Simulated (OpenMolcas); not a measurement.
**A workflow on C2H6FIn (SMILES C[CH](F)[InH2])**

Wanted: the energy (HF/ANO-RCC-MB), then the energy (CASSCF(2,2)/ANO-RCC-VDZP), then an energy scan (CASPT2(2,2)/ANO-RCC-VDZP), then an energy scan (SC-NEVPT2(2,2)/ANO-RCC-VDZP), then an energy scan (MC-PDFT[tPBE](2,2)/ANO-RCC-VDZP) of C2H6FIn. 

Program for the calculation: OpenMolcas 26.06.

## Step 1: The system as given

C2H6FIn: 10 atoms, total charge 0, spin state singlet. SMILES: `C[CH](F)[InH2]`. The shape is that of a PBE0-D4/def2-TZVP optimisation.

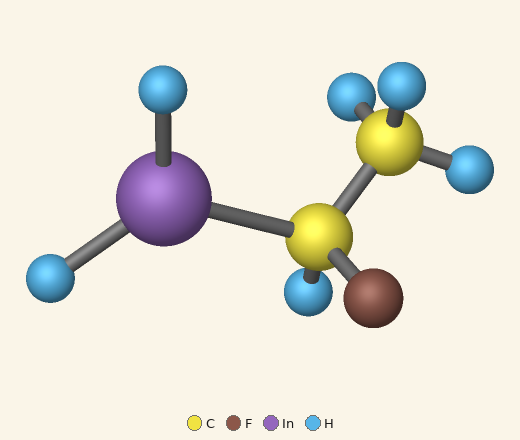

The structure, seen from a chosen angle (carbon yellow, fluorine brown, indium purple, hydrogen blue).

## Step 2: The energy at HF/ANO-RCC-MB (DKH2) (run 1)

input.xyz

```xyz
10

C     -0.140800     1.253600    -0.575200
C      0.633800     0.180000     0.137200
F      0.870200     0.597100     1.467800
In    -0.385200    -1.745500     0.423800
H      0.391300     2.210500    -0.541500
H     -1.131900     1.397600    -0.139100
H     -0.271900     0.979300    -1.626600
H      1.621200     0.055100    -0.315800
H     -2.079900    -1.696200     0.762700
H      0.493100    -3.231500     0.406600
```

step1.inp

```
&GATEWAY
 Coord=input.xyz
 Basis=ANO-RCC-MB
 Group=NoSym

&SEWARD

&SCF
 PrOrbitals=0

&LOCALISATION
 Occupied
 Freeze
 Pipek-Mezey

&LOCALISATION
 FileOrb=$Project.LocOrb
 Virtual
 Pipek-Mezey
```

Command:

```sh
$ export MOLCAS_MEM=1860
$ pymolcas step1.inp > step1.log
```

The program printed:

```text
--- Start Module: gateway ---
[...]
--- Stop Module: gateway /rc=_RC_ALL_IS_WELL_ ---
[...]
      Basis functions           48
[...]
       Convergence after  10 Iterations
[...]
::    Total SCF energy                              -6055.6713478765
[...]
      Total spin, S                                     0.0000000000
[...]
      Total electronic charge=   76.000000
      Total            charge=   -0.000000
[...]
      Dipole Moment (debye):
      Origin of the operator (angstrom)=   -0.1391   -1.0510    0.4261
                   X= -3.8840E-01               Y= -8.1506E-01               Z= -1.9029E+00           Total=  2.1062E+00
      Quadrupole Moment (debye*angstrom):
[...]
--- Start Module: localisation ---
[...]
--- Stop Module: localisation /rc=_RC_ALL_IS_WELL_ ---
--- Start Module: localisation ---
[...]
--- Stop Module: localisation /rc=_RC_ALL_IS_WELL_ ---
[...]
```

Wall time 11 s (1 thread of Intel Xeon Platinum 8375C at 2.90GHz (Ice Lake), shared host); peak memory 0.41 GiB.

## Step 3: A single-point energy at CASSCF(2,2)/ANO-RCC-VDZP (DKH2, RICD fitting) (run 2)

input.xyz is that of step 2.

step2.inp

```
* C2H6FIn CASSCF
>>> EXPORT MOLCAS_PRINT=2

&GATEWAY
  Coord = input.xyz
  Basis = ANO-RCC-MB
  Group = NoSym

&SEWARD

&RASSCF
  FileOrb = $CurrDir/step1.LocOrb
  Alter = 2
  1 32 38
  1 39 43
  Spin = 1
  Nactel = 2 0 0
  Inactive = 37
  Ras2 = 2
  OrbListing = Nothing
>>> COPY $Project.RunFile RUNFIL1
>>> COPY $Project.RasOrb INPORB

&GATEWAY
  Coord = input.xyz
  Basis = ANO-RCC-VDZP
  Group = NoSym
  RICD

&SEWARD
>>> COPY $Project.RunFile RUNFIL2

&EXPBAS

&RASSCF
  FileOrb = $Project.ExpOrb
  Spin = 1
  Nactel = 2 0 0
  Inactive = 37
  Ras2 = 2
  OrbListing = Nothing
```

Command:

```sh
$ export MOLCAS_MEM=1860
$ pymolcas step2.inp > step2.log
```

The program printed:

```text
--- Start Module: gateway ---
[...]
      Basis functions           48
[...]
      Number of active orbitals                  2
[...]
      Spin quantum number                      0.0
[...]
      Active orbitals                            2
[...]
      Number of CSFs                             3
[...]
      Number of root(s) required                 1
[...]
      Convergence after 10 iterations
[...]
      printout of CI-coefficients larger than  0.05 for root  1
      energy=   -6055.693723
      conf/sym  11     Coeff  Weight
             1  20   0.99262 0.98529
             3  02  -0.12130 0.01471
      Natural orbitals and occupation numbers for root  1
      sym 1:   1.970571   0.029429
      ************************************************************************************************************************
      *                                                    Final results                                                     *
[...]
::    RASSCF root number  1 Total energy:  -6055.69372338
[...]
      Basis functions          115
[...]
      Convergence after 16 iterations
[...]
      Natural orbitals and occupation numbers for root  1
      sym 1:   1.974726   0.025274
      ************************************************************************************************************************
      *                                                    Final results                                                     *
[...]
::    RASSCF root number  1 Total energy:  -6055.89406496
[...]
      Total electronic charge=   76.000000
      Total            charge=   -0.000000
[...]
      Dipole Moment (debye):
      Origin of the operator (angstrom)=   -0.1391   -1.0510    0.4261
                   X= -2.2222E-01               Y= -3.2875E-01               Z= -2.0622E+00           Total=  2.1000E+00
      Quadrupole Moment (debye*angstrom):
[...]
```

It took 34 s on 1 thread of Intel Xeon Platinum 8375C at 2.90GHz (Ice Lake), shared host; peak memory 0.41 GiB.

## Step 4: The energy along one coordinate at CASPT2(2,2)/ANO-RCC-VDZP (DKH2, RICD fitting, ipea shift 0.25 Eh, pt2 variant SS) (run 3)

step3.inp

```
>>> COPY $CurrDir/step2.RasOrb $Project.RasOrb
>>> ForEach K in (1, 2, 3, 4, 5, 6, 7, 8, 9)
&GATEWAY
Coord=$CurrDir/point$K.xyz
Basis=ANO-RCC-VDZP
Group=NoSym
RICD
&SEWARD
&RASSCF
FileOrb=$Project.RasOrb
Spin=1
Nactel=2 0 0
Inactive=37
Ras2=2
OrbListing=Nothing
&CASPT2
Imaginary=0.2
Frozen=21
>>> EndDo
```

Command:

```sh
$ export MOLCAS_MEM=1860
$ pymolcas step3.inp > step3.log
```

The program printed:

```text
[...]
      Basis functions          115
[...]
      Number of active orbitals                  2
[...]
      Spin quantum number                      0.0
[...]
      Active orbitals                            2
[...]
      Number of CSFs                             3
[...]
      Number of root(s) required                 1
[...]
      Convergence after 13 iterations
[...]
      printout of CI-coefficients larger than  0.05 for root  1
      energy=   -6055.875417
      conf/sym  11     Coeff  Weight
             1  20   0.99620 0.99241
             3  02  -0.08712 0.00759
      Natural orbitals and occupation numbers for root  1
      sym 1:   1.984819   0.015181
      ************************************************************************************************************************
      *                                                    Final results                                                     *
[...]
::    RASSCF root number  1 Total energy:  -6055.87541748
[...]
::    CASPT2 Root  1     Total energy:  -6056.74679902
[...]
      Convergence after 13 iterations
[...]
      Natural orbitals and occupation numbers for root  1
      sym 1:   1.974755   0.025245
      ************************************************************************************************************************
      *                                                    Final results                                                     *
[...]
      Convergence after 26 iterations
[...]
      Convergence after 24 iterations
[...]
      Convergence after 22 iterations
[...]
::    RASSCF root number  1 Total energy:  -6055.75878474
[...]
::    CASPT2 Root  1     Total energy:  -6056.59523461
[...]
      Convergence after 24 iterations
[...]
::    RASSCF root number  1 Total energy:  -6055.75683865
[...]
      Reference weight:           0.81327
[...]
::    CASPT2 Root  1     Total energy:  -6056.59041316
[...]
```

It took 4.1 min on 1 thread of Intel Xeon Platinum 8375C at 2.90GHz (Ice Lake), shared host; peak memory 0.37 GiB.

The scan, from its lowest point:

```
F3–C2 (Å)  energy (kJ/mol)
    1.273             46.6
    1.414              0.0
    1.556             16.4
    1.768             84.9
    2.051            190.8
    2.404            307.1
    2.829            401.0
    3.394            444.5
    4.243            457.2
```

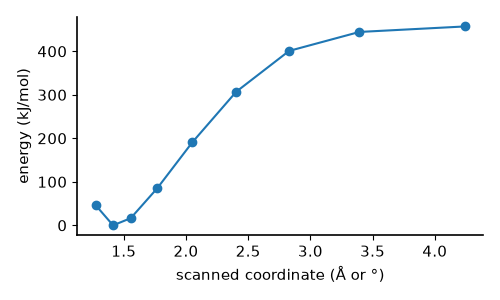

Energy along the scan.

## Step 5: An energy scan at SC-NEVPT2(2,2)/ANO-RCC-VDZP (DKH2, RICD fitting, pt2 variant SC-NEVPT2) (run 4)

step4.input

```
* C2H6FIn NEVPT2
>>> EXPORT MOLCAS_PRINT=2
>>> COPY $CurrDir/step2.RasOrb $Project.RasOrb
>>> ForEach K in (1, 2, 3, 4, 5, 6, 7, 8, 9)
&GATEWAY
COORD = $CurrDir/point$K.xyz
BASIS = ANO-RCC-VDZP
GROUP = NoSym
RICD
&SEWARD
&RASSCF
FILEORB = $Project.RasOrb
SPIN = 1
NACTEL = 2 0 0
INACTIVE = 37
RAS2 = 2
ORBLISTING = Nothing
&CASPT2
SC-NEVPT2
FROZEN = 21
>>> EndDo
```

Command:

```sh
$ export MOLCAS_MEM=1860
$ pymolcas step4.input > step4.log
```

The program printed:

```text
--- Start Module: gateway ---
[...]
      Basis functions          115
[...]
      Number of active orbitals                  2
[...]
      Spin quantum number                      0.0
[...]
      Active orbitals                            2
[...]
      Number of CSFs                             3
[...]
      Number of root(s) required                 1
[...]
      Convergence after 13 iterations
[...]
      printout of CI-coefficients larger than  0.05 for root  1
      energy=   -6055.875417
      conf/sym  11     Coeff  Weight
             1  20   0.99620 0.99241
             3  02  -0.08712 0.00759
      Natural orbitals and occupation numbers for root  1
      sym 1:   1.984819   0.015181
      ************************************************************************************************************************
      *                                                    Final results                                                     *
[...]
::    RASSCF root number  1 Total energy:  -6055.87541748
[...]
::    SC-NEVPT2 Root  1     Total energy:  -6056.74365183
[...]
      Convergence after 13 iterations
[...]
      Natural orbitals and occupation numbers for root  1
      sym 1:   1.974755   0.025245
      ************************************************************************************************************************
      *                                                    Final results                                                     *
[...]
      Convergence after 26 iterations
[...]
      Convergence after 24 iterations
[...]
      Convergence after 22 iterations
[...]
::    RASSCF root number  1 Total energy:  -6055.75878474
[...]
::    SC-NEVPT2 Root  1     Total energy:  -6056.58938624
[...]
      Convergence after 24 iterations
[...]
::    RASSCF root number  1 Total energy:  -6055.75683865
[...]
::    SC-NEVPT2 Root  1     Total energy:  -6056.58513964
[...]
```

It took 3.9 min on 1 thread of Intel Xeon Platinum 8375C at 2.90GHz (Ice Lake), shared host; peak memory 0.37 GiB.

The scan, from its lowest point:

```
F3–C2 (Å)  energy (kJ/mol)
    1.273             52.8
    1.414              0.0
    1.556             12.3
    1.768             78.6
    2.051            187.0
    2.404            314.1
    2.829            416.1
    3.394            457.8
    4.243            468.9
```

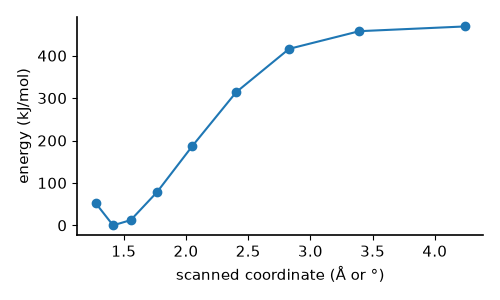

Energy along the scan.

## Step 6: The energy along one coordinate at MC-PDFT[tPBE](2,2)/ANO-RCC-VDZP (DKH2, RICD fitting) (run 5)

step5.input

```
>>> EXPORT MOLCAS_PRINT=2
>>> COPY $CurrDir/step2.RasOrb $Project.RasOrb
>>> ForEach K in (1, 2, 3, 4, 5, 6, 7, 8, 9)

&GATEWAY
  Coord=$CurrDir/point$K.xyz
  Basis=ANO-RCC-VDZP
  Group=NoSym
  RICD

&SEWARD

&RASSCF
  FileOrb=$Project.RasOrb
  Spin=1
  Nactel=2 0 0
  Inactive=37
  Ras2=2
  OrbListing=Nothing

&MCPDFT
  KSDFT=T:PBE
>>> EndDo
```

Command:

```sh
$ export MOLCAS_MEM=1860
$ pymolcas step5.input > step5.log
```

The program printed:

```text
--- Start Module: gateway ---
[...]
      Basis functions          115
[...]
      Number of active orbitals                  2
[...]
      Spin quantum number                      0.0
[...]
      Active orbitals                            2
[...]
      Number of CSFs                             3
[...]
      Number of root(s) required                 1
[...]
      Convergence after 13 iterations
[...]
      printout of CI-coefficients larger than  0.05 for root  1
      energy=   -6055.875417
      conf/sym  11     Coeff  Weight
             1  20   0.99620 0.99241
             3  02  -0.08712 0.00759
      Natural orbitals and occupation numbers for root  1
      sym 1:   1.984819   0.015181
      ************************************************************************************************************************
      *                                                    Final results                                                     *
[...]
::    RASSCF root number  1 Total energy:  -6055.87541748
[...]
::    MCPDFT root number  1 Total energy:  -6058.91351693
[...]
      Convergence after 13 iterations
[...]
      Natural orbitals and occupation numbers for root  1
      sym 1:   1.974755   0.025245
      ************************************************************************************************************************
      *                                                    Final results                                                     *
[...]
      Convergence after 26 iterations
[...]
      Convergence after 24 iterations
[...]
      Convergence after 22 iterations
[...]
::    RASSCF root number  1 Total energy:  -6055.75878474
[...]
::    MCPDFT root number  1 Total energy:  -6058.74703353
[...]
      Convergence after 24 iterations
[...]
::    RASSCF root number  1 Total energy:  -6055.75683865
[...]
::    MCPDFT root number  1 Total energy:  -6058.74249800
[...]
```

Wall time 4 min (1 thread of Intel Xeon Platinum 8375C at 2.90GHz (Ice Lake), shared host); peak memory 0.38 GiB.

The scan, from its lowest point:

```
F3–C2 (Å)  energy (kJ/mol)
    1.273             44.1
    1.414              0.0
    1.556             16.8
    1.768             83.0
    2.051            184.0
    2.404            306.1
    2.829            427.8
    3.394            481.2
    4.243            493.1
```

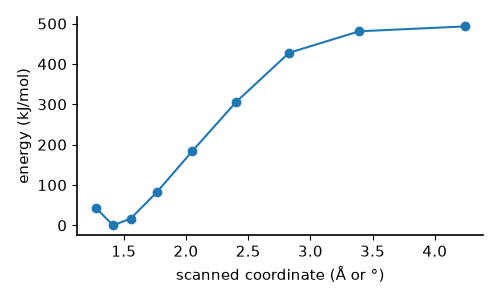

Energy along the scan.

## Step 7: Outcome

| quantity | value |
| --- | --- |
| run 1, HF/ANO-RCC-MB: total energy | -6055.67135 Eh |
| run 1, HF/ANO-RCC-MB: dipole moment | 2.11 D |
| run 1, HF/ANO-RCC-MB: HOMO energy | -10.65 eV |
| run 1, HF/ANO-RCC-MB: LUMO energy | 0.33 eV |
| run 1, HF/ANO-RCC-MB: HOMO–LUMO gap | 10.98 eV |
| run 2, CASSCF(2,2)/ANO-RCC-VDZP: total energy | -6055.89406 Eh |
| run 2, CASSCF(2,2)/ANO-RCC-VDZP: dipole moment (CASSCF density) | 2.10 D |
| run 3, CASPT2(2,2)/ANO-RCC-VDZP: lowest energy of the scan | -6056.76455 Eh |
| run 4, SC-NEVPT2(2,2)/ANO-RCC-VDZP: lowest energy of the scan | -6056.76375 Eh |
| run 5, MC-PDFT[tPBE](2,2)/ANO-RCC-VDZP: lowest energy of the scan | -6058.93030 Eh |

In words: Mulliken charges (run 1, HF/ANO-RCC-MB) run from -0.49 on C1 to +0.62 on In4.
